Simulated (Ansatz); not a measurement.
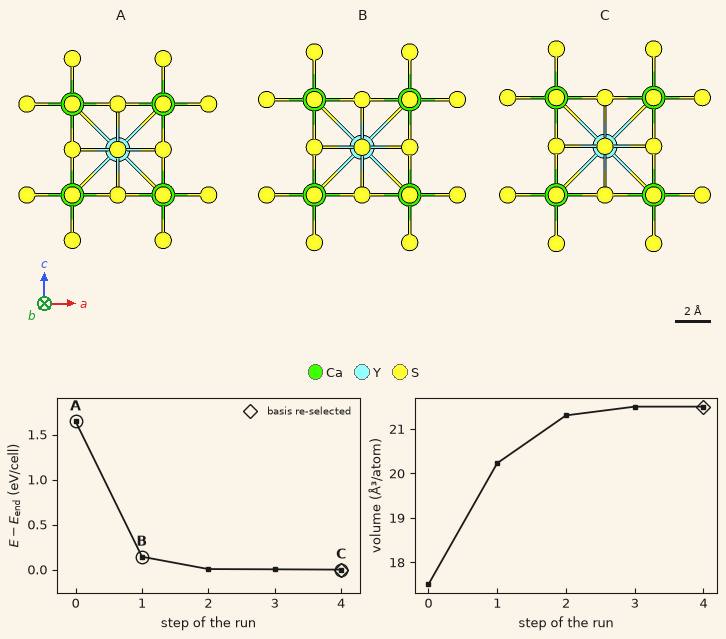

Frames of a relaxation of crystalline CaYS6 (a generated structure, set up in Pm-3m) (coarse preliminary run), marked on the history of the run. The picture is a ball-and-stick view of the cell of the calculation, seen along the b axis.

The calculation used DFT PBE, scalar-relativistic, plane waves, PAW (Ansatz 0.2.0). Settings: plane-wave cutoff 420 eV; k-point mesh 4 × 4 × 4; occupations gaussian; smearing width 0.1 eV; no spin polarisation; cell and atoms relaxed; force threshold 0.04 eV/Å; at most 70 steps.

Describe the path.

Answer. Over 3 accepted moves (4 points after the start) the energy falls by 1.646 eV per cell of the calculation. All forces vanish by symmetry, so only the cell relaxes. The pressure goes from 18.97 to 0.01 GPa. At 1 point the geometry stayed and the basis and grid were re-selected for the new cell (energy shift of 3.4 meV per cell of the calculation at most each time). No atom moves by more than 0.005 Å relative to the cell. The drawn cell changes as follows: a = b = c 5.193 → 5.562 Å (+7.1 %); the volume changes by +22.8 %. Among the contacts that change: S–Y 3.672 → 3.933 Å, Ca–S 2.597 → 2.781 Å, S–Y 2.597 → 2.781 Å. The space group stays Pm-3m (No. 221). The run took 20 s on 1 thread of Arm Neoverse V1 (shared host), peak memory 0.41 GiB. From step 0 to 1: volume +15.6 %, energy −1.503 eV per cell of the calculation. From step 1 to 4: volume +6.3 %, energy −0.143 eV per cell of the calculation.
